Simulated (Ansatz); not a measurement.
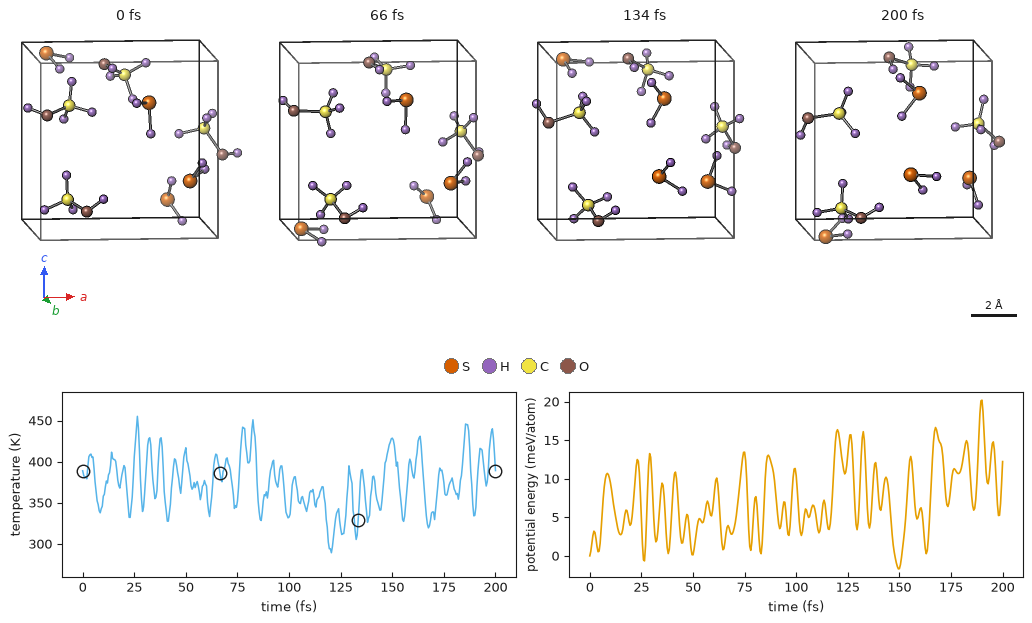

First-principles dynamics of a periodic cell with 4 SH2 + 4 CH3OH at 0.865 g/cm³, 200 fs long. It starts from the last geometry of an earlier run, with fresh velocities. Frames and the history of the run. Style: ball-and-stick. Shown: the simulation cell, from a free direction. Atoms that leave the cell re-enter on the other side.

Method: DFT PBE, scalar-relativistic, plane waves, PAW in Ansatz 0.2.0. Run with plane-wave cutoff 420 eV; k-point mesh 1 × 1 × 1; Fermi-Dirac smearing 0.05 eV; Langevin thermostat (NVT); set temperature 400 K; time step 0.5 fs; friction 0.005 per fs.

Describe the run.

The mean temperature in the second half is 368 K (standard deviation 34 K). The potential energy in the second half lies on average 8.7 meV per atom above the first frame. In the second half of the run the atoms are, in the root-mean-square, this far from where they began (common drift taken out): H 1.19 Å, C 0.76 Å, O 0.60 Å, S 0.52 Å. The heavy atoms stay within a fraction of a molecule's size of their starting places; so short a run doesn't tell a liquid from a solid.

Limits of the set-up: the periodic images lie only 8.0 Å apart, so the values are limited by the cell's size.
